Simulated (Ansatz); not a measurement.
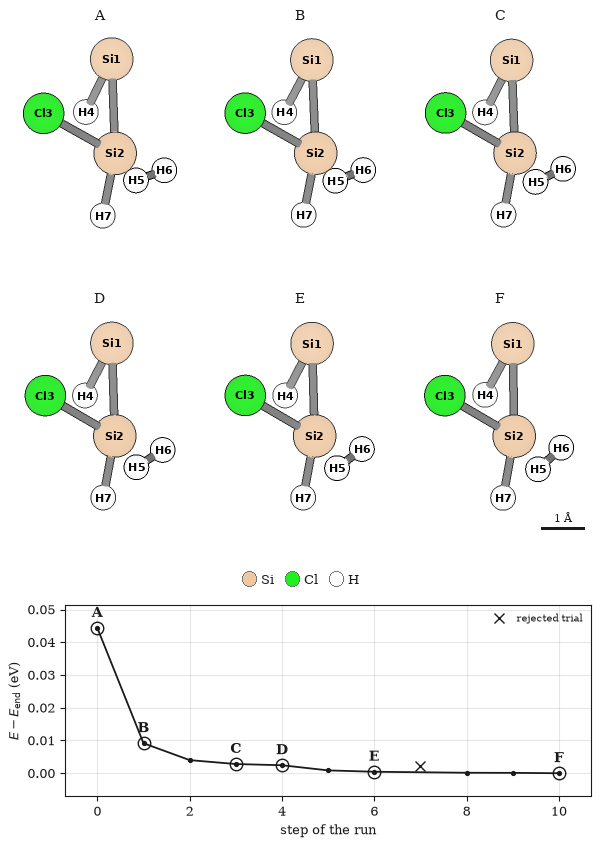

Frames of a relaxation of Si₂H₄Cl (charge +1), marked on the history of the run. Style: ball-and-stick. Shown from a free direction.

It is one of the separated reactants of a reaction.

All numbers below come from RKS PBE0-D4/def2-TZVP (Ansatz 0.2.0). (force threshold 0.005 eV/Å; at most 200 steps)

### Describe the path.

The energy falls by 0.044 eV in 9 accepted moves (10 points after the start). The largest force component goes from 0.61 to 0.0043 eV/Å. The line search rejected the trial step at point 7 of the run. H5 moves most after the best rigid fit: 0.18 Å. Largest moves by element: H 0.18 Å, Si 0.05 Å, Cl 0.04 Å. Some distances before and after: Si2–H5 2.220 → 2.169 Å, Si2–Cl3 2.155 → 2.105 Å, Si1–Si2 2.288 → 2.252 Å, Si1–H4 1.646 → 1.616 Å. Cost: 46 s on 2 threads of Arm Neoverse N1, with other jobs on the host. From step 0 to 1: H4 moves most (0.05 Å), energy −0.035 eV. From step 1 to 3: H5 moves most (0.04 Å), energy −0.006 eV. From step 3 to 4: H5 moves most (0.06 Å), energy 0.000 eV. From step 4 to 6: H5 moves most (0.03 Å), energy −0.002 eV. From step 6 to 10: H5 moves most (0.04 Å), energy 0.000 eV.

```json
{"step": "0", "E − E(0), eV": "0.0000", "largest force component, eV/Å": "0.6069", "note": ""}
{"step": "1", "E − E(0), eV": "-0.0352", "largest force component, eV/Å": "0.2423", "note": ""}
{"step": "2", "E − E(0), eV": "-0.0404", "largest force component, eV/Å": "0.0590", "note": ""}
{"step": "3", "E − E(0), eV": "-0.0416", "largest force component, eV/Å": "0.0287", "note": ""}
{"step": "4", "E − E(0), eV": "-0.0419", "largest force component, eV/Å": "0.2029", "note": ""}
{"step": "5", "E − E(0), eV": "-0.0435", "largest force component, eV/Å": "0.0529", "note": ""}
{"step": "6", "E − E(0), eV": "-0.0439", "largest force component, eV/Å": "0.0228", "note": ""}
{"step": "7", "E − E(0), eV": "-0.0421", "largest force component, eV/Å": "0.2109", "note": "rejected"}
{"step": "8", "E − E(0), eV": "-0.0442", "largest force component, eV/Å": "0.0447", "note": ""}
{"step": "9", "E − E(0), eV": "-0.0442", "largest force component, eV/Å": "0.0257", "note": ""}
{"step": "10", "E − E(0), eV": "-0.0444", "largest force component, eV/Å": "0.0043", "note": ""}
```
